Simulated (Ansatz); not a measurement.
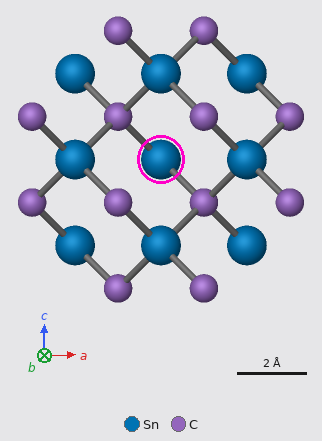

Perfect SnC. The picture is a ball-and-stick view of the atoms within 5.4 Å of one point, in a slice 5.0 Å thick across the line of sight, seen along the b axis.

All numbers below come from Ansatz, DFT, PBEsol, PAW, plane waves. Settings: plane-wave cutoff 420 eV; k-point mesh 1 × 1 × 1; mesh shifted by (0.25, 0.25, 0.25); no spin polarisation. Fermi-Dirac smearing of 0.01 eV. A uniform background neutralises the charged cell. The axes drawn are those of the host's conventional cell.

An extra fluorine atom is put between the host's atoms (an interstitial) at the ringed place, in charge state −1. The supercell has 64 sites, and the atoms are relaxed at the host's cell.

**How do the neighbours respond?**

The F atom starts with 4 C at 2.18 Å, 6 Sn at 2.51 to 2.52 Å around its place and ends with 4 C at 2.33 to 2.34 Å, 6 Sn at 2.47 to 2.51 Å. Of the host's atoms, a carbon atom moves furthest from its site, by 0.16 Å. The F atom itself moves 0.07 Å from where it was put.

The relaxed defect, seen from the same direction:

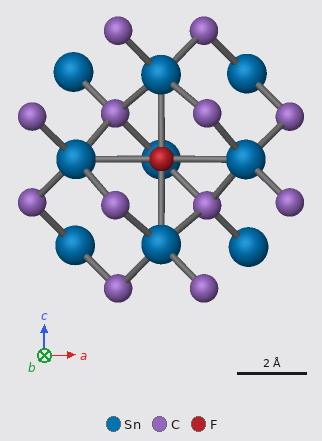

Limits of the set-up: the cell is charged, on a uniform background, and energies carry no finite-size correction.
